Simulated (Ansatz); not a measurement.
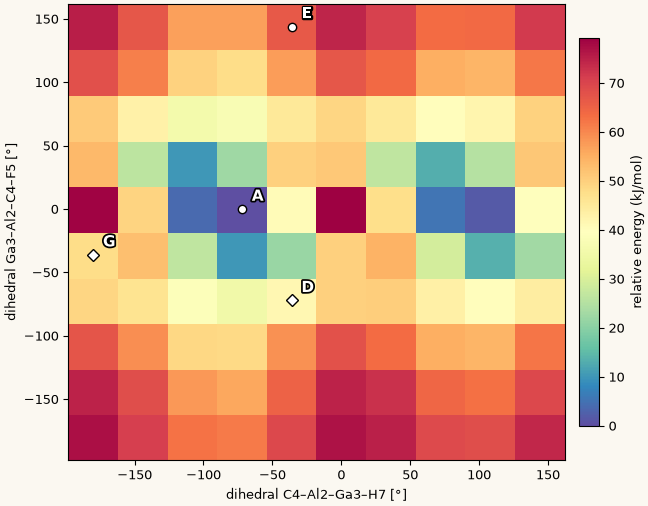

CH₅AlFGaO, SMILES [OH][Al]([GaH2])[CH2]F. 
- Coordinates scanned: (1) dihedral C4–Al2–Ga3–H7; (2) dihedral Ga3–Al2–C4–F5.
- Nothing is relaxed (all other coordinates rigid).
- The grid has 10 × 10 points.
- Points are written as (first, second).
- Energies are in kJ/mol, from the lowest grid point.
- Energies and slopes of some neighbouring points disagree (a jump in structure or state, or too coarse a mesh).
- The calculation used RKS BHLYP-D4/def2-SVP (Ansatz 0.2.0).

The picture shows one coloured cell a grid point, lettered points.

**Rank the lettered points by energy, lowest first.**

A (0 kJ/mol), D (42 kJ/mol), G (48 kJ/mol), E (67 kJ/mol).
